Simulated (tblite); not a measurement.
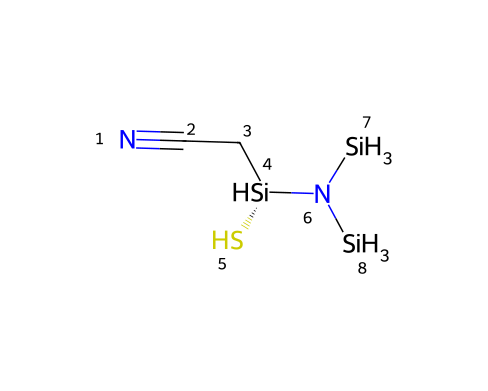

A structural formula, with wedges where it has stereocentres; small numbers name the atoms. The configuration is that of a computed structure (GFN2-xTB).

**Assign CIP descriptors.**

Si4: R.

**Give a SMILES with the stereochemistry.**

N#CC[Si@@H](S)N([SiH3])[SiH3]
